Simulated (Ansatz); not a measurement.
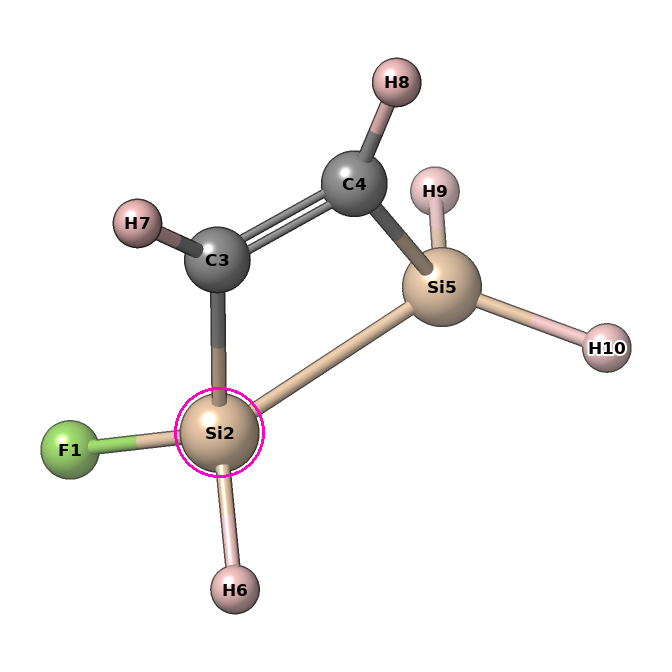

Atoms fade into the background with distance from the viewer. Circles mark the stereogenic atoms. Computed geometry: PBE0-D4/def2-TZVP optimisation. No frequency run is at hand to confirm it as a minimum.

Q: What are the Cahn–Ingold–Prelog descriptors?

A: Si2: S (priorities Si5 > F1 > C3 > H6).

Q: Write the isomeric SMILES.

A: F[Si@@H]1C=C[SiH2]1
